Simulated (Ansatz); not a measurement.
**Geometry relaxation of Si2H4Cl2OF2 (part 3 of 3)**

Continued. System: Si2H4Cl2OF2. Method: RKS PBE0-D4/def2-TZVP (Ansatz 0.2.0). The geometry is a transition state displaced along its imaginary mode. The reaction was set up to form Si1–Cl8 and O2–H7 and to break Si1–O2 and H7–Cl8 (atoms counted from 1 in the order of the input); sticks are drawn by distance alone.

Geometry of the input (Å):
```
Si -0.5083  0.3513  1.1968
O  0.2000  0.2122  -0.3053
Si 0.2681  -1.1347  -1.3368
F  -1.1484  -1.0894  1.3317
F  -1.7541  1.3370  1.2622
Cl 0.7451  0.5261  2.7662
H  0.6071  1.5234  -0.2925
Cl 0.7072  2.7167  0.2338
H  1.0495  -0.6919  -2.5152
H  -1.1156  -1.5097  -1.7187
H  0.9493  -2.2410  -0.6224
```

Trajectory as extended XYZ, continued
```
11
Properties=species:S:1:pos:R:3:forces:R:3 step=34 energy=-48337.08202
Si   -0.7487    0.0034    1.4382   -0.0472   0.0102   0.0337
O    -0.1245    0.0004   -0.0393   -0.0069  -0.0014  -0.0037
Si    0.4049   -1.0386   -1.2286    0.0028  -0.0054   0.0037
F    -1.9637   -0.9960    1.5193    0.0646   0.0731   0.0023
F    -1.2801    1.4523    1.7338    0.0198  -0.0876  -0.0077
Cl    0.6105   -0.5114    2.8286   -0.0333   0.0085  -0.0294
H     0.4318    1.9860   -0.5872    0.0362   0.0695  -0.0238
Cl    1.0147    3.0604   -0.9898   -0.0387  -0.0716   0.0245
H     1.0505   -0.2010   -2.2607   -0.0001   0.0025   0.0015
H    -0.7638   -1.7615   -1.7803   -0.0011   0.0008  -0.0023
H     1.3683   -1.9941   -0.6339    0.0041   0.0013   0.0013
11
Properties=species:S:1:pos:R:3:forces:R:3 step=36 energy=-48337.08318
Si   -0.7437    0.0029    1.4428   -0.0494   0.0091   0.0334
O    -0.1127    0.0009   -0.0316   -0.0118  -0.0064   0.0062
Si    0.4227   -1.0371   -1.2190    0.0084   0.0008  -0.0001
F    -2.0098   -0.9324    1.4974    0.0671   0.0635   0.0032
F    -1.2024    1.4706    1.7666    0.0195  -0.0821  -0.0070
Cl    0.5781   -0.6131    2.8288   -0.0346   0.0145  -0.0341
H     0.3999    1.9948   -0.5948    0.0088   0.0173  -0.0061
Cl    0.9540    3.0623   -1.0466   -0.0092  -0.0157   0.0051
H     1.0626   -0.1964   -2.2523    0.0002  -0.0012   0.0000
H    -0.7417   -1.7680   -1.7695    0.0013  -0.0006   0.0003
H     1.3929   -1.9845   -0.6219   -0.0003   0.0009  -0.0008
11
Properties=species:S:1:pos:R:3:forces:R:3 step=37 energy=-48337.08383
Si   -0.7415    0.0011    1.4474   -0.0559   0.0096   0.0342
O    -0.1056    0.0002   -0.0249   -0.0107  -0.0087   0.0072
Si    0.4362   -1.0362   -1.2110    0.0080   0.0044  -0.0012
F    -2.0451   -0.8825    1.4822    0.0838   0.0664   0.0058
F    -1.1425    1.4805    1.7948    0.0196  -0.0892  -0.0086
Cl    0.5504   -0.6920    2.8260   -0.0424   0.0192  -0.0386
H     0.3835    2.0048   -0.5982    0.0188   0.0403  -0.0197
Cl    0.9047    3.0687   -1.0977   -0.0204  -0.0404   0.0187
H     1.0730   -0.1938   -2.2447   -0.0003   0.0003  -0.0001
H    -0.7242   -1.7733   -1.7618    0.0021  -0.0017   0.0016
H     1.4111   -1.9776   -0.6121   -0.0025  -0.0002   0.0006
11
Properties=species:S:1:pos:R:3:forces:R:3 step=38 energy=-48337.08418
Si   -0.7390    0.0010    1.4490   -0.0944   0.0253   0.0241
O    -0.1009    0.0002   -0.0221   -0.0124  -0.0079   0.0055
Si    0.4434   -1.0355   -1.2079    0.0056   0.0019   0.0006
F    -2.0604   -0.8568    1.4752    0.0975   0.0748   0.0024
F    -1.1115    1.4855    1.8086    0.0200  -0.1023  -0.0176
Cl    0.5347   -0.7282    2.8235   -0.0165   0.0064  -0.0144
H     0.3714    2.0084   -0.6002    0.0149   0.0317  -0.0169
Cl    0.8799    3.0688   -1.1187   -0.0157  -0.0307   0.0153
H     1.0789   -0.1923   -2.2416   -0.0001  -0.0007   0.0006
H    -0.7152   -1.7756   -1.7583    0.0005   0.0001  -0.0002
H     1.4188   -1.9755   -0.6077    0.0007   0.0014   0.0006
11
Properties=species:S:1:pos:R:3:forces:R:3 step=40 energy=-48337.08478
Si   -0.7331    0.0019    1.4524   -0.1131   0.0222   0.0493
O    -0.0914   -0.0022   -0.0166   -0.0078  -0.0039   0.0122
Si    0.4620   -1.0367   -1.1990    0.0052   0.0087  -0.0069
F    -2.1005   -0.7816    1.4575    0.1198   0.0775   0.0048
F    -1.0267    1.4970    1.8431    0.0252  -0.1235  -0.0276
Cl    0.4933   -0.8274    2.8150   -0.0298   0.0208  -0.0307
H     0.3456    2.0217   -0.5968    0.0179   0.0407  -0.0303
Cl    0.8053    3.0728   -1.1769   -0.0179  -0.0393   0.0246
H     1.0961   -0.1918   -2.2321    0.0006  -0.0019   0.0009
H    -0.6913   -1.7833   -1.7520    0.0007  -0.0017   0.0015
H     1.4406   -1.9704   -0.5944   -0.0009   0.0005   0.0022
11
Properties=species:S:1:pos:R:3:forces:R:3 step=41 energy=-48337.08516
Si   -0.7324    0.0004    1.4551   -0.0868   0.0360   0.0432
O    -0.0888   -0.0028   -0.0130   -0.0062  -0.0062  -0.0100
Si    0.4649   -1.0360   -1.1965    0.0038  -0.0003   0.0079
F    -2.1066   -0.7697    1.4552    0.0976   0.0596   0.0047
F    -1.0121    1.4958    1.8520    0.0148  -0.1009  -0.0221
Cl    0.4853   -0.8444    2.8153   -0.0233   0.0107  -0.0230
H     0.3365    2.0188   -0.6210    0.0192   0.0435  -0.0201
Cl    0.7984    3.0819   -1.1769   -0.0202  -0.0449   0.0217
H     1.0991   -0.1906   -2.2291   -0.0007   0.0005   0.0002
H    -0.6878   -1.7836   -1.7493    0.0005   0.0007  -0.0018
H     1.4434   -1.9697   -0.5916    0.0012   0.0012  -0.0008
11
Properties=species:S:1:pos:R:3:forces:R:3 step=42 energy=-48337.08554
Si   -0.7315    0.0006    1.4564   -0.0476   0.0289   0.0210
O    -0.0861   -0.0027   -0.0109   -0.0041  -0.0074  -0.0165
Si    0.4684   -1.0354   -1.1944    0.0034   0.0001   0.0091
F    -2.1124   -0.7543    1.4518    0.0504   0.0319   0.0030
F    -0.9956    1.4960    1.8594    0.0048  -0.0530  -0.0107
Cl    0.4751   -0.8623    2.8135   -0.0064  -0.0012  -0.0058
H     0.3346    2.0166   -0.6250    0.0132   0.0331  -0.0137
Cl    0.7812    3.0829   -1.1865   -0.0146  -0.0342   0.0160
H     1.1024   -0.1895   -2.2268   -0.0004   0.0012  -0.0002
H    -0.6837   -1.7834   -1.7480    0.0007   0.0001  -0.0011
H     1.4475   -1.9684   -0.5895    0.0005   0.0005  -0.0011
11
Properties=species:S:1:pos:R:3:forces:R:3 step=43 energy=-48337.08597
Si   -0.7286    0.0024    1.4584    0.0016   0.0025   0.0133
O    -0.0809   -0.0026   -0.0080   -0.0076  -0.0050  -0.0082
Si    0.4780   -1.0346   -1.1899    0.0039   0.0006   0.0039
F    -2.1283   -0.7144    1.4441    0.0127   0.0123   0.0023
F    -0.9532    1.4991    1.8766    0.0003  -0.0190  -0.0006
Cl    0.4522   -0.9093    2.8073   -0.0115   0.0071  -0.0113
H     0.3173    2.0182   -0.6277    0.0083   0.0171  -0.0076
Cl    0.7454    3.0798   -1.2108   -0.0080  -0.0162   0.0082
H     1.1115   -0.1878   -2.2216    0.0000   0.0003   0.0000
H    -0.6715   -1.7855   -1.7452    0.0004  -0.0004  -0.0003
H     1.4582   -1.9653   -0.5832    0.0000   0.0009   0.0003
11
Properties=species:S:1:pos:R:3:forces:R:3 step=45 energy=-48337.08636
Si   -0.7246    0.0041    1.4609    0.0337  -0.0248   0.0084
O    -0.0747   -0.0037   -0.0046   -0.0072  -0.0025   0.0042
Si    0.4913   -1.0351   -1.1834    0.0021   0.0014  -0.0002
F    -2.1514   -0.6550    1.4336   -0.0067   0.0029   0.0024
F    -0.8897    1.5012    1.9021   -0.0028   0.0058   0.0074
Cl    0.4161   -0.9771    2.7972   -0.0200   0.0174  -0.0220
H     0.3040    2.0222   -0.6296    0.0109   0.0296  -0.0187
Cl    0.6846    3.0825   -1.2480   -0.0110  -0.0293   0.0177
H     1.1246   -0.1869   -2.2142    0.0002  -0.0008  -0.0002
H    -0.6537   -1.7909   -1.7411    0.0009  -0.0004  -0.0002
H     1.4733   -1.9613   -0.5730    0.0000   0.0008   0.0013
11
Properties=species:S:1:pos:R:3:forces:R:3 step=46 energy=-48337.08651
Si   -0.7230    0.0044    1.4622    0.0192  -0.0085   0.0040
O    -0.0723   -0.0038   -0.0029   -0.0083  -0.0022   0.0021
Si    0.4959   -1.0346   -1.1811    0.0026   0.0002   0.0001
F    -2.1588   -0.6350    1.4304    0.0001   0.0066   0.0016
F    -0.8680    1.5014    1.9120   -0.0036  -0.0054   0.0027
Cl    0.4030   -0.9992    2.7932   -0.0106   0.0086  -0.0108
H     0.2970    2.0220   -0.6343    0.0063   0.0169  -0.0106
Cl    0.6660    3.0822   -1.2586   -0.0063  -0.0161   0.0099
H     1.1291   -0.1860   -2.2116    0.0000  -0.0004   0.0000
H    -0.6476   -1.7920   -1.7398    0.0007  -0.0004   0.0000
H     1.4785   -1.9594   -0.5695   -0.0002   0.0005   0.0009
11
Properties=species:S:1:pos:R:3:forces:R:3 step=47 energy=-48337.08652
Si   -0.7172    0.0057    1.4659   -0.0429   0.0213   0.0361
O    -0.0652   -0.0052    0.0015   -0.0086  -0.0005   0.0090
Si    0.5119   -1.0351   -1.1730    0.0014  -0.0040  -0.0013
F    -2.1844   -0.5628    1.4196    0.0850   0.0383   0.0082
F    -0.7914    1.5011    1.9446   -0.0024  -0.0873  -0.0191
Cl    0.3574   -1.0780    2.7790   -0.0329   0.0308  -0.0343
H     0.2763    2.0251   -0.6481    0.0063   0.0213  -0.0125
Cl    0.5971    3.0872   -1.2956   -0.0066  -0.0218   0.0130
H     1.1449   -0.1851   -2.2026    0.0004   0.0005   0.0003
H    -0.6259   -1.7987   -1.7350    0.0008   0.0002   0.0004
H     1.4965   -1.9543   -0.5562   -0.0005   0.0012   0.0002
11
Properties=species:S:1:pos:R:3:forces:R:3 step=49 energy=-48337.08679
Si   -0.7175    0.0058    1.4652   -0.0057   0.0100   0.0027
O    -0.0659   -0.0047    0.0008   -0.0035  -0.0019  -0.0049
Si    0.5102   -1.0350   -1.1739    0.0018   0.0002   0.0024
F    -2.1801   -0.5693    1.4207    0.0104   0.0083   0.0014
F    -0.7994    1.4997    1.9417   -0.0033  -0.0147  -0.0025
Cl    0.3610   -1.0684    2.7791    0.0003  -0.0018   0.0008
H     0.2778    2.0239   -0.6474    0.0001  -0.0001   0.0005
Cl    0.6040    3.0864   -1.2901   -0.0002   0.0000  -0.0002
H     1.1434   -0.1856   -2.2037   -0.0001   0.0001  -0.0001
H    -0.6282   -1.7982   -1.7353    0.0001  -0.0002  -0.0001
H     1.4945   -1.9546   -0.5572    0.0000   0.0002   0.0000
11
Properties=species:S:1:pos:R:3:forces:R:3 step=50 energy=-48337.08686
Si   -0.7156    0.0070    1.4659   -0.0023   0.0017  -0.0001
O    -0.0644   -0.0043    0.0013    0.0008   0.0000  -0.0037
Si    0.5156   -1.0349   -1.1712    0.0003   0.0002  -0.0003
F    -2.1873   -0.5428    1.4175   -0.0016   0.0012   0.0005
F    -0.7737    1.4982    1.9530    0.0001  -0.0010   0.0007
Cl    0.3447   -1.0945    2.7720    0.0025  -0.0024   0.0028
H     0.2737    2.0239   -0.6484   -0.0002   0.0020  -0.0025
Cl    0.5779    3.0855   -1.3033   -0.0001  -0.0017   0.0017
H     1.1488   -0.1854   -2.2010    0.0003   0.0000   0.0005
H    -0.6204   -1.8008   -1.7338    0.0002  -0.0005   0.0002
H     1.5007   -1.9520   -0.5520    0.0000   0.0004   0.0004
11
Properties=species:S:1:pos:R:3:forces:R:3 step=51 energy=-48337.08667 accepted=F
Si   -0.7095    0.0097    1.4691   -0.0413   0.0086   0.0512
O    -0.0591   -0.0038    0.0043    0.0001   0.0058   0.0035
Si    0.5320   -1.0345   -1.1626    0.0013  -0.0075  -0.0023
F    -2.2088   -0.4643    1.4087    0.0752   0.0191   0.0084
F    -0.6960    1.4929    1.9885    0.0031  -0.0715  -0.0205
Cl    0.2962   -1.1733    2.7521   -0.0380   0.0426  -0.0417
H     0.2464    2.0218   -0.6690    0.0071   0.0281  -0.0170
Cl    0.5112    3.0884   -1.3348   -0.0071  -0.0289   0.0177
H     1.1653   -0.1844   -2.1919   -0.0009   0.0013   0.0009
H    -0.5971   -1.8084   -1.7283    0.0010   0.0011   0.0003
H     1.5193   -1.9441   -0.5362   -0.0007   0.0014  -0.0003
11
Properties=species:S:1:pos:R:3:forces:R:3 step=52 energy=-48337.08691
Si   -0.7125    0.0084    1.4673   -0.0191   0.0078   0.0146
O    -0.0622   -0.0040    0.0024    0.0000   0.0011  -0.0009
Si    0.5237   -1.0348   -1.1671    0.0004  -0.0004  -0.0004
F    -2.1981   -0.5040    1.4136    0.0236   0.0086   0.0017
F    -0.7344    1.4959    1.9706    0.0003  -0.0229  -0.0078
Cl    0.3206   -1.1330    2.7619   -0.0056   0.0058  -0.0072
H     0.2579    2.0224   -0.6592    0.0024   0.0076  -0.0049
Cl    0.5465    3.0864   -1.3177   -0.0022  -0.0075   0.0048
H     1.1569   -0.1847   -2.1965    0.0000  -0.0001  -0.0001
H    -0.6085   -1.8049   -1.7313    0.0006  -0.0003   0.0001
H     1.5102   -1.9477   -0.5440   -0.0003   0.0003   0.0001
11
Properties=species:S:1:pos:R:3:forces:R:3 step=54 energy=-48337.08694
Si   -0.7108    0.0095    1.4681    0.0000  -0.0060   0.0059
O    -0.0604   -0.0035    0.0032    0.0016   0.0021  -0.0034
Si    0.5283   -1.0346   -1.1646    0.0008  -0.0006   0.0000
F    -2.2028   -0.4811    1.4109   -0.0023  -0.0025   0.0001
F    -0.7126    1.4932    1.9805    0.0027   0.0036   0.0005
Cl    0.3058   -1.1546    2.7553   -0.0027   0.0032  -0.0032
H     0.2517    2.0216   -0.6638    0.0021   0.0066  -0.0046
Cl    0.5261    3.0866   -1.3267   -0.0018  -0.0067   0.0044
H     1.1615   -0.1847   -2.1941   -0.0003   0.0001   0.0002
H    -0.6020   -1.8070   -1.7295    0.0000   0.0000   0.0001
H     1.5153   -1.9454   -0.5395   -0.0001   0.0002   0.0000
11
Properties=species:S:1:pos:R:3:forces:R:3 step=55 energy=-48337.08694
Si   -0.7109    0.0094    1.4682   -0.0023  -0.0007   0.0033
O    -0.0605   -0.0034    0.0032    0.0011   0.0018  -0.0029
Si    0.5285   -1.0345   -1.1644   -0.0001  -0.0009   0.0006
F    -2.2032   -0.4803    1.4111   -0.0005  -0.0013  -0.0003
F    -0.7117    1.4930    1.9811    0.0017   0.0010  -0.0005
Cl    0.3051   -1.1554    2.7550   -0.0001   0.0000  -0.0002
H     0.2523    2.0207   -0.6654    0.0008   0.0033  -0.0017
Cl    0.5251    3.0872   -1.3264   -0.0008  -0.0034   0.0020
H     1.1615   -0.1845   -2.1940   -0.0001   0.0002   0.0000
H    -0.6017   -1.8072   -1.7293    0.0001  -0.0001  -0.0001
H     1.5156   -1.9451   -0.5392    0.0001   0.0002  -0.0001
```

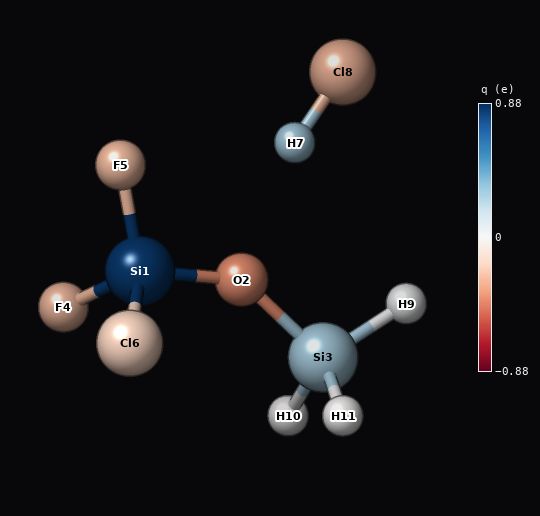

Fig. 1: Mulliken charges, as the colour of each atom (ball-and-stick view, seen at a tilt; atoms are numbered from 1 in the order of the input; Mulliken charges depend strongly on the basis). By element: Si +0.27 to +0.84, O −0.40, F −0.27 to −0.26, Cl −0.28 to −0.18 and H −0.01 to +0.28 e.

Summary

| quantity | value |
| --- | --- |
| outcome | converged |
| total energy | −48337.0870 eV |
| mean-field energy | −48336.7981 eV |
| dispersion energy | −0.2889 eV |
| SCF solution under orbital rotations | stable |
| largest force (length of the vector) at the end | 0.004 eV/Å |
| dipole moment | 2.62 D |
| wall time | 78 s (CPU time 2.1 min) |
| peak memory | 0.95 GiB |
